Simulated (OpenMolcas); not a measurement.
**Excited-state calculation, with input and output: C6H10 (part 1 of 3)**

System: C6H10 (1-methylcyclopentene).
Method: MC-PDFT (tBLYP)/ANO-RCC-VDZ, DKH2 (OpenMolcas 26.06).

The geometry comes from this level: PBE0-D4/def2-TZVP.

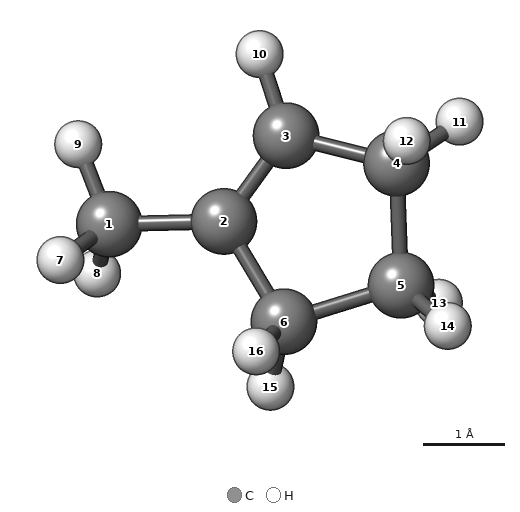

Fig. 1: The input geometry (ball-and-stick view, seen at a tilt; atoms are numbered from 1 in the order of the input).

Input file
```
>>> EXPORT MOLCAS_PRINT=2

&GATEWAY
  Coord
  16
  angstrom
  C       -0.182550       0.153470       2.196680
  C        0.039290       0.039180       0.731770
  C        1.204510      -0.027810       0.091730
  C        1.039050      -0.203910      -1.387910
  C       -0.449080       0.116590      -1.605660
  C       -1.108990      -0.080680      -0.234400
  H       -0.752800      -0.702760       2.573510
  H       -0.768550       1.046860       2.437290
  H        0.759370       0.203610       2.745170
  H        2.172750      -0.007620       0.580790
  H        1.695560       0.444770      -1.975280
  H        1.281320      -1.233740      -1.682420
  H       -0.549170       1.163300      -1.904140
  H       -0.905320      -0.488430      -2.391050
  H       -1.901490       0.648610      -0.037670
  H       -1.573910      -1.071450      -0.138410
  Basis=ANO-RCC-VDZ
  Group=NoSym
  RICD

&SEWARD

&RASSCF
  FileOrb=$CurrDir/step2.RasOrb
  Spin=1
  Nactel=8 0 0
  Inactive=19
  Ras2=7
  CIRoot=2 2 1
  OrbListing=Few
  OrbAppear=Compact
  CMSI

&MCPDFT
  KSDFT=T:BLYP
  MSPDFT
```

Launched with:
```bash
export MOLCAS_MEM=1860
pymolcas step4.input > step4.log
```

Output
```
--- Start Module: gateway ---

                                              &GATEWAY

                       available to each process: 1.9 GB of memory, 1 thread

++    Symmetry information:
      ---------------------

                    Character Table for C1

                             E
                    a        1  x, y, xy, Rz, z, xz, Ry, yz, Rx, I
--

++    Basis set information:
      ----------------------

      Basis set label: C.ANO-RCC...3S2P.

      Electronic valence basis set:
      ------------------
      Associated Effective Charge   6.000000 au
      Associated Actual Charge      6.000000 au
      Nuclear Model: Point charge

      Shell  nPrim  nBasis  Cartesian Spherical Contaminant
         s      14       3        X
         p       9       2        X

      Basis set label: H.ANO-RCC...2S.

      Electronic valence basis set:
      ------------------
      Associated Effective Charge   1.000000 au
      Associated Actual Charge      1.000000 au
      Nuclear Model: Point charge

      Shell  nPrim  nBasis  Cartesian Spherical Contaminant
         s       8       2        X
--

++    Molecular structure info:
      -------------------------

                    ************************************************
                    **** Cartesian Coordinates / bohr, angstrom ****
                    ************************************************

     Center  Label                x              y              z                     x              y              z
        1      C1              -0.344970       0.290016       4.151124             -0.182550       0.153470       2.196680
        2      C2               0.074247       0.074039       1.382845              0.039290       0.039180       0.731770
        3      C3               2.276194      -0.052553       0.173345              1.204510      -0.027810       0.091730
        4      C4               1.963520      -0.385334      -2.622770              1.039050      -0.203910      -1.387910
        5      C5              -0.848638       0.220323      -3.034258             -0.449080       0.116590      -1.605660
        6      C6              -2.095687      -0.152463      -0.442952             -1.108990      -0.080680      -0.234400
        7      H7              -1.422586      -1.328024       4.863229             -0.752800      -0.702760       2.573510
        8      H8              -1.452349       1.978279       4.605811             -0.768550       1.046860       2.437290
        9      H9               1.435001       0.384767       5.187619              0.759370       0.203610       2.745170
       10      H10              4.105902      -0.014400       1.097534              2.172750      -0.007620       0.580790
       11      H11              3.204144       0.840493      -3.732738              1.695560       0.444770      -1.975280
       12      H12              2.421344      -2.331431      -3.179313              1.281320      -1.233740      -1.682420
       13      H13             -1.037781       2.198318      -3.598303             -0.549170       1.163300      -1.904140
       14      H14             -1.710807      -0.922999      -4.518430             -0.905320      -0.488430      -2.391050
       15      H15             -3.593295       1.225695      -0.071186             -1.901490       0.648610      -0.037670
       16      H16             -2.974259      -2.024747      -0.261557             -1.573910      -1.071450      -0.138410

                    *************************************************
                    **** InterNuclear Distances / bohr, angstrom ****
                    *************************************************

     Atom centers         bohr        angstrom
   10 H10       3 C3      2.050223        1.084931
    9 H9        1 C1      2.061940        1.091132
   14 H14       5 C5      2.062350        1.091349
   13 H13       5 C5      2.065524        1.093028
   11 H11       4 C4      2.067325        1.093981
   15 H15       6 C6      2.068903        1.094816
    8 H8        1 C1      2.069604        1.095187
    7 H7        1 C1      2.070364        1.095589
   12 H12       4 C4      2.075243        1.098172
   16 H16       6 C6      2.076112        1.098631
    3 C3        2 C2      2.515449        1.331119
    2 C2        1 C1      2.808159        1.486014
    4 C4        3 C3      2.833154        1.499241
    6 C6        2 C2      2.844900        1.505456
    6 C6        5 C5      2.899822        1.534520
    5 C5        4 C4      2.905921        1.537747
   12 H12      11 H11     3.313632        1.753499
   16 H16      15 H15     3.314336        1.753871
    8 H8        7 H7      3.316442        1.754985
   14 H14      13 H13     3.322983        1.758447
    9 H9        7 H7      3.347340        1.771336
    9 H9        8 H8      3.348817        1.772117
    7 H7        2 C2      4.039723        2.137730
   10 H10       2 C2      4.042705        2.139308
    8 H8        2 C2      4.042788        2.139351
   16 H16       2 C2      4.049982        2.143158
    9 H9        2 C2      4.052717        2.144605
   12 H12       3 C3      4.056435        2.146573
   13 H13       6 C6      4.074504        2.156135
   13 H13       4 C4      4.078570        2.158286
   15 H15       2 C2      4.109913        2.174872
   11 H11       3 C3      4.112919        2.176463
   12 H12       5 C5      4.150334        2.196262
   16 H16       5 C5      4.152887        2.197613
   11 H11       5 C5      4.159030        2.200864
   15 H15       5 C5      4.162176        2.202529
   14 H14       6 C6      4.165499        2.204287
   14 H14       4 C4      4.169327        2.206313
   10 H10       4 C4      4.309067        2.280260
    6 C6        3 C3      4.416237        2.336972
    4 C4        2 C2      4.452564        2.356195
   13 H13      11 H11     4.455972        2.357999
   15 H15      13 H13     4.462870        2.361649
    5 C5        3 C3      4.486396        2.374099
    5 C5        2 C2      4.514855        2.389158
   14 H14      12 H12     4.566353        2.416410
   16 H16      14 H14     4.575055        2.421015
    6 C6        4 C4      4.613350        2.441280
    3 C3        1 C1      4.776042        2.527373
   10 H10       9 H9      4.901209        2.593608
    6 C6        1 C1      4.936226        2.612138
   11 H11      10 H10     4.987539        2.639292
    9 H9        3 C3      5.103117        2.700453
   12 H12      10 H10     5.147601        2.723993
   15 H15       8 H8      5.198493        2.750924
   14 H14      11 H11     5.280526        2.794334
   15 H15      14 H14     5.285700        2.797072
   16 H16       7 H7      5.399680        2.857388
   10 H10       1 C1      5.406232        2.860855
   15 H15       1 C1      5.408790        2.862209
    7 H7        6 C6      5.476364        2.897967
   13 H13       3 C3      5.502198        2.911638
    8 H8        6 C6      5.517603        2.919790
   13 H13       2 C2      5.528201        2.925398
   16 H16       3 C3      5.625473        2.976872
   16 H16       1 C1      5.634096        2.981435
   12 H12       2 C2      5.666430        2.998546
--

            Nuclear Potential Energy            234.49607884 au

--- Stop Module: gateway /rc=_RC_ALL_IS_WELL_ ---

--- Start Module: seward ---

                                              &SEWARD

                       available to each process: 1.9 GB of memory, 1 thread

               SEWARD will generate:
                  Multipole Moment integrals up to order  2
                  Kinetic Energy integrals
                  Nuclear Attraction integrals (point charge)
                  One-Electron Hamiltonian integrals
                  Velocity integrals
                  Relativistic Douglas-Kroll-Hess integrals:
                    - Parametrization         : EXP
                    - DKH order of Hamiltonian: 2
                    - DKH order of Properties : 0
                         - multipole moment operators
                         - electric potential operators
                         - contact operators
                  Orbital angular momentum around (  0.1372  -0.0008  -0.0526 )
                  Velocity quadrupole around (  0.1372  -0.0008  -0.0526 )
                  Atomic mean-field integrals
                  RI decomposed two-electron repulsion integrals stored Cholesky style
                   - acCD auxiliary basis
                   - CD Threshold:   1.00E-04

                   Integrals are discarded if absolute value <: 1.00E-14
                   Integral cutoff threshold is set to       <: 1.00E-16

            Nuclear Potential Energy            234.49607884 au

      Basis set specifications :
      Symmetry species         a
      Basis functions           74

--- Stop Module: seward /rc=_RC_ALL_IS_WELL_ ---
--- Module seward spent 2 seconds ---

--- Start Module: rasscf ---

                                              &RASSCF

                       available to each process: 1.9 GB of memory, 1 thread

      Header of the ONEINT file:
      --------------------------

      OrdInt status: non-squared

      Cartesian coordinates in angstrom:
      -----------------------------------------------------
      No.  Label        X            Y            Z
      -----------------------------------------------------
       1   C1        -0.18255000   0.15347000   2.19668000
       2   C2         0.03929000   0.03918000   0.73177000
       3   C3         1.20451000  -0.02781000   0.09173000
       4   C4         1.03905000  -0.20391000  -1.38791000
       5   C5        -0.44908000   0.11659000  -1.60566000
       6   C6        -1.10899000  -0.08068000  -0.23440000
       7   H7        -0.75280000  -0.70276000   2.57351000
       8   H8        -0.76855000   1.04686000   2.43729000
       9   H9         0.75937000   0.20361000   2.74517000
      10   H10        2.17275000  -0.00762000   0.58079000
      11   H11        1.69556000   0.44477000  -1.97528000
      12   H12        1.28132000  -1.23374000  -1.68242000
      13   H13       -0.54917000   1.16330000  -1.90414000
      14   H14       -0.90532000  -0.48843000  -2.39105000
      15   H15       -1.90149000   0.64861000  -0.03767000
      16   H16       -1.57391000  -1.07145000  -0.13841000
      -----------------------------------------------------
      Nuclear repulsion energy =  234.49607884

++    Wave function specifications:
      -----------------------------

      Number of closed shell electrons          38
      Number of electrons in active shells       8
      Max number of holes in RAS1 space          0
      Max nr of electrons in RAS3 space          0
      Number of inactive orbitals               19
      Number of active orbitals                  7
      Number of secondary orbitals              48
      Spin quantum number                      0.0
      State symmetry                             1
--

++    Orbital specifications:
      -----------------------

      Symmetry species                           1
                                                 a
      Frozen orbitals                            0
      Inactive orbitals                         19
      Active orbitals                            7
      RAS1 orbitals                              0
      RAS2 orbitals                              7
      RAS3 orbitals                              0
      Secondary orbitals                        48
      Deleted orbitals                           0
      Number of basis functions                 74
--

++    CI expansion specifications:
      ----------------------------

      Number of CSFs                           490
      Number of spin combinations              630
      Number of determinants                  1225
      Number of root(s) required                 2
      Root chosen for geometry opt.              2
      CI roots used                              1     2
      weights                                0.500 0.500
      highest root included in the CI            2
      max. size of the explicit Hamiltonian    200
--

++    Optimization specifications:
      ----------------------------

      RASSCF algorithm: LK RI/DF
      Maximum number of macro iterations       200
      Maximum number of SX iterations          100
      Threshold for RASSCF energy            1.000E-08
      Threshold for max MO rotation          1.000E-01
      Threshold for max BLB element          1.000E-04
      Level shift parameter                  5.000E-01
      Make Quasi-Newton update
--

      The MO-coefficients are taken from the file:
      step2.RasOrb
      Title: RASSCF average (pseudo-natural) orbitals

      Total molecular charge    0.00

      ************************************************************************************************************************
      *                                            Wave function control section                                             *
      ************************************************************************************************************************

                                         RASSCF iterations: Energy and convergence statistics
                                         ----------------------------------------------------

          iter iter root      energy       change     param      element    value   shift minimum  type update hh:mm:ss
 Nr of preliminary CI iterations:   4
        1   1    5    0  -232.97277799    0.00E+00   2.17E-04   16  25 1 -1.08E-05   0.29   0.00    SX    NO    0:00:00
        2   1    4    0  -232.97277799   -6.11E-09   1.08E-04   24  27 1 -6.61E-06   0.29   0.00    SX    NO    0:00:00
        3   1    4    0  -232.97277799   -1.77E-09   5.93E-05   24  27 1 -6.27E-06   0.29   0.00    SX    NO    0:00:00
        4   4    4    0  -232.97277806   -6.51E-08*  4.65E-05   24  27 1 -6.27E-06   0.29   0.00    SX    NO    0:00:00
        5   1    4    0  -232.97277806   -1.08E-09   1.19E-04   24  27 1 -5.92E-06   0.29   2.50    QN   YES    0:00:00
      Convergence after  5 iterations
        6   1    4    0  -232.97277806   -8.34E-10   1.19E-04   23  47 1 -8.32E-06   0.29   2.50    QN   YES    0:00:00

     CMS INTERMEDIATE-STATE OPTIMIZATION

    CMS INTERMEDIATE-STATE OPTIMIZATION
     START MATRIX          XMS INTERMEDIATE STATES
     OPT ALGO                               JACOBI
     Q_a-a THRESHOLD                      1.00E-08
     MAX CYCLES                                100
     MIN CYCLES                                  5
 =======================================================================
       Cycle   Rot. Angle (deg.)         Q_a-a             Q_a-a Diff.
 -----------------------------------------------------------------------
         1           1.3              20.03517406          6.6333E-005
         2           1.3              20.03517406         -3.5527E-015
         3           1.3              20.03517406          3.5527E-015
         4           1.3              20.03517406          0.0000E+000
         5           1.3              20.03517406          0.0000E+000
    CONVERGENCE REACHED
 =======================================================================

 =======================================================================

           Do_Rotate.txt is found in scratch directory.
           Following properties are for CMS intermediate states.
```
